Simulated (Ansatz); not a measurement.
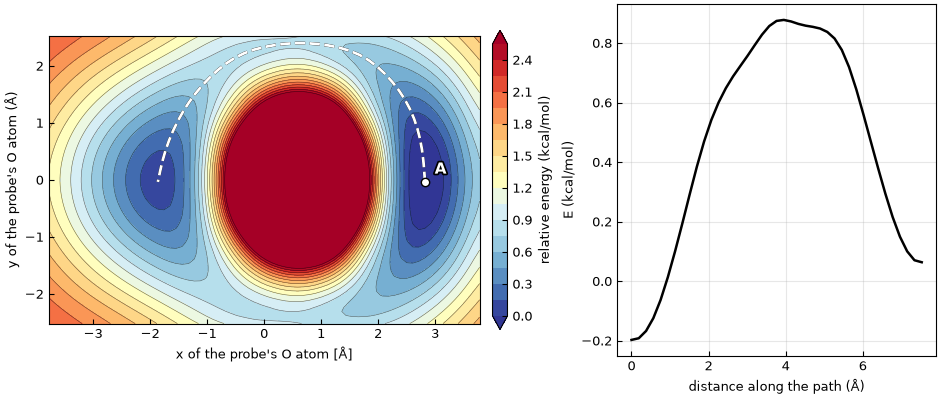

H₃SbSe (SMILES [SeH][SbH2]) with the probe H2O. The probe is moved over a plane parallel to the molecule's main plane, 3.44 Å above it. The first coordinate is: x of the probe's O atom; the second: y of the probe's O atom. Nothing is relaxed (molecule and probe rigid, the probe upright with O nearest the plane). The scan uses a 13 × 9 grid. All energies are given in kcal/mol relative to the lowest grid point. Computed with Ansatz, RKS PBE-D4/def2-SVPD.

In the figure: filled contours, a line along the lowest path, one colour for all values above the top of the scale, the energy along the path at the right, the start A. Between grid points the surface is interpolated.

Question: Describe the path and its barrier.

Answer: The easiest path leads from the well at about x of the probe's O atom = 2.82 Å, y of the probe's O atom = −0.04 Å to the well at x of the probe's O atom = −1.89 Å, y of the probe's O atom = 0.00 Å, about 0.26 kcal/mol higher. Its highest point lies about 1.1 kcal/mol above the bottom of the first well on the interpolated surface, at about x of the probe's O atom = 0.38 Å, y of the probe's O atom = 2.39 Å. Seen from the upper well the barrier is about 0.81 kcal/mol. This is the barrier on the constrained surface; relaxing the other coordinates would change it.
